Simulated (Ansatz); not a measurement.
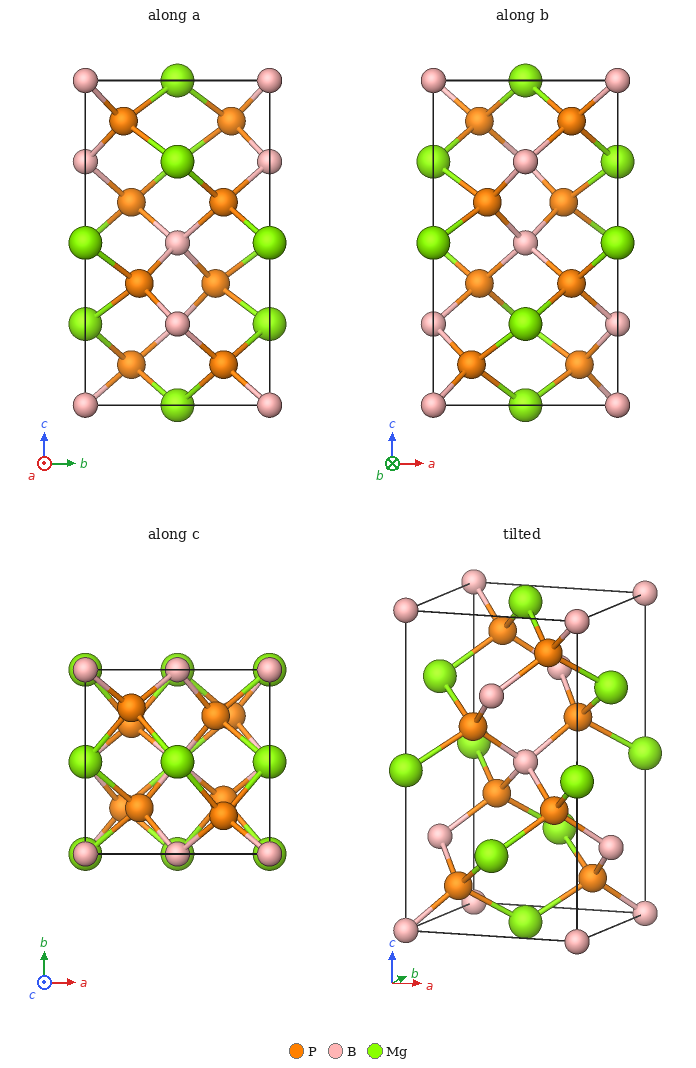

Ball-and-stick representation of a periodic structure, projected along the a axis, along the b axis, along the c axis and slightly off an axis. One conventional unit cell is outlined, and atoms on its boundary appear in each equivalent place.

Lattice parameters: a = 5.4376 Å, b = 5.4376 Å, c = 9.5840 Å, α = 90.000°, β = 90.000°, γ = 90.000°.

Q: From the views, write a CIF with its space group and independent sites, with free fractional coordinates to two decimals.

A:
```cif
data_structure
_symmetry_space_group_name_H-M 'I -4 2 d'
_symmetry_Int_Tables_number 122
_cell_length_a 5.4376
_cell_length_b 5.4376
_cell_length_c 9.5840
_cell_angle_alpha 90.000
_cell_angle_beta 90.000
_cell_angle_gamma 90.000
_cell_volume 283.37
loop_
_atom_site_label
_atom_site_type_symbol
_atom_site_symmetry_multiplicity
_atom_site_Wyckoff_symbol
_atom_site_fract_x
_atom_site_fract_y
_atom_site_fract_z
_atom_site_occupancy
P1 P 8 d 0.75 0.29 0.3750 1
B1 B 4 a 0.00 0.00 0.00 1
Mg1 Mg 4 b 0.50 0.00 0.25 1
```

About the cell: it is a generated cell, made by putting these elements into a known structure type (the compound may or may not exist in this form), and it is unrelaxed. It went into a calculation with Ansatz.

At this level of theory the cell isn't at rest (forces up to 2.6 eV/Å), so its distances can differ from those at equilibrium, the more so the softer the solid.
